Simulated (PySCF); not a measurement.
C₆H₁₃ClOSi

```tsv
atom	x (Å)	y (Å)	z (Å)
Si	2.8366	-0.1419	-0.6538
C	1.0570	-0.5346	-0.0815
C	0.0940	-0.5948	-1.2682
O	-1.1306	-1.2153	-0.9259
C	-2.1921	-0.3553	-0.5999
C	-1.8677	0.7194	0.4523
C	-0.8277	0.2416	1.4599
Cl	-1.0575	1.1575	2.9909
C	0.6085	0.4596	0.9914
H	3.7126	-0.1455	0.5170
H	3.2638	-1.1545	-1.6179
H	2.8553	1.1815	-1.2814
H	1.0430	-1.5353	0.3648
H	0.5282	-1.2234	-2.0533
H	-0.0768	0.4032	-1.6876
H	-2.5701	0.1416	-1.5077
H	-2.9696	-1.0255	-0.2245
H	-1.5016	1.6285	-0.0299
H	-2.7949	0.9739	0.9678
H	-0.9965	-0.8077	1.7157
H	1.2741	0.3631	1.8522
H	0.7016	1.4834	0.6186
```

Geometry: GFN2-xTB.

Level of theory: PySCF 2.14.0, PBE0/pcSseg-1, SCF density, in a acetone solvent model, non-relativistic.

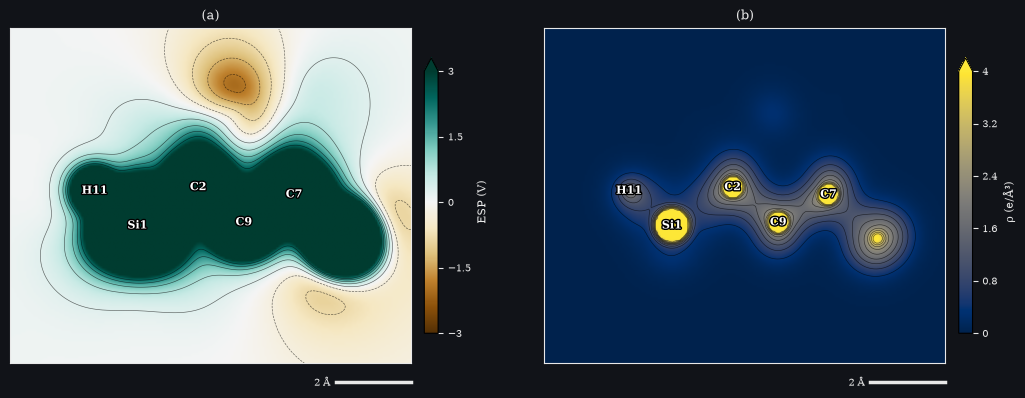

Figure 1. (a) molecular electrostatic potential; (b) total electron density on the plane of atoms Si1, C2 and C9.

Interpret the plot.

The plane passes through Si, C and H nuclei. C–C (1.53 Å): the density is about 1.6 e/Å³ at the midpoint. C–Si (1.91 Å): ρ at the midpoint is about 0.91 e/Å³. Si–H (1.46 Å): ρ at the midpoint is about 0.8 e/Å³. Outside the dense part of the molecule the potential is most negative (−2.1 V) near O4, which lies off the plane.

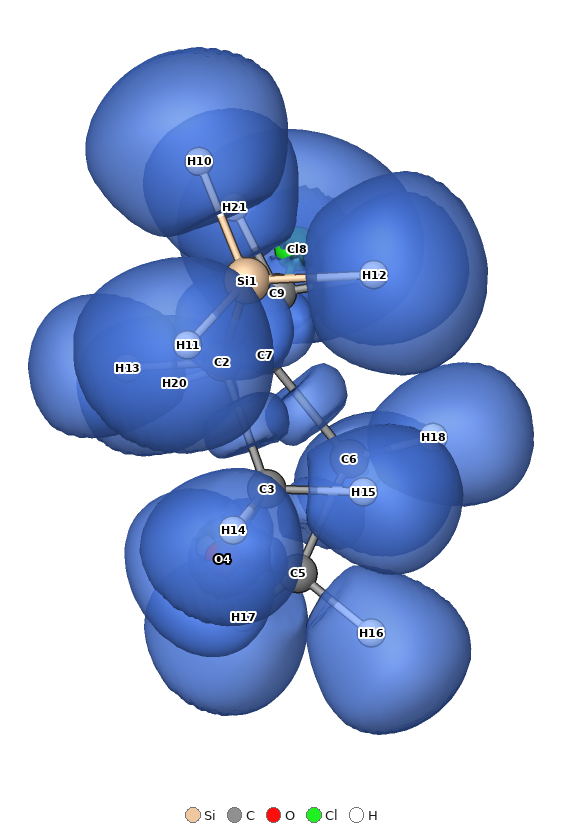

Figure 2. Isosurface of the ELF at 0.75 (blue), seen at an oblique angle. Core shells and regions of very low density are left out.

What do the ELF domains correspond to?

The ELF exceeds this value in five regions between bonded C–C atoms (shared pairs), one region between bonded C–Si atoms (shared pairs), 13 regions around hydrogen nuclei, one region on Cl in which the atom's valence shell and bonds are merged and one region on O in which the atom's valence shell and bonds are merged.


C–O (1.40 Å): the ELF peaks at about 0.90 between the atoms: a polar covalent bond. C–C (1.52 Å): the ELF peaks at about 0.95 between the atoms (a shared electron pair).

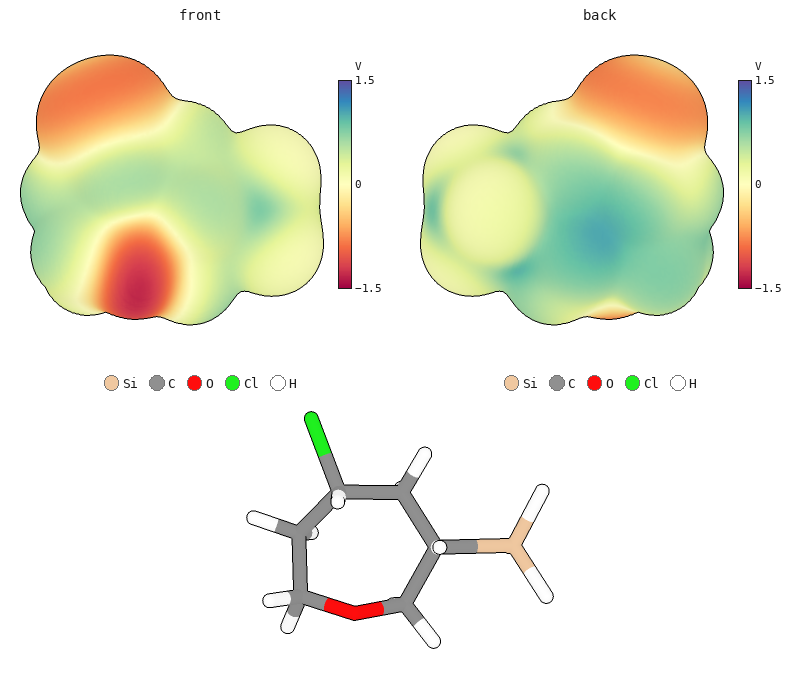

Figure 3. The molecular electrostatic potential painted on the density surface at 0.001 e/bohr³, seen from the front and from behind; red is negative and blue positive. The bare structure is drawn below in the same view.

Where is the surface potential most negative and most positive?

The most negative region (about −1.3 V, or −30 kcal/mol for a unit charge) lies over O4, the most positive (about +1.0 V, or +23 kcal/mol for a unit charge) over H15 and H18. O4 is the likeliest acceptor of a hydrogen bond.
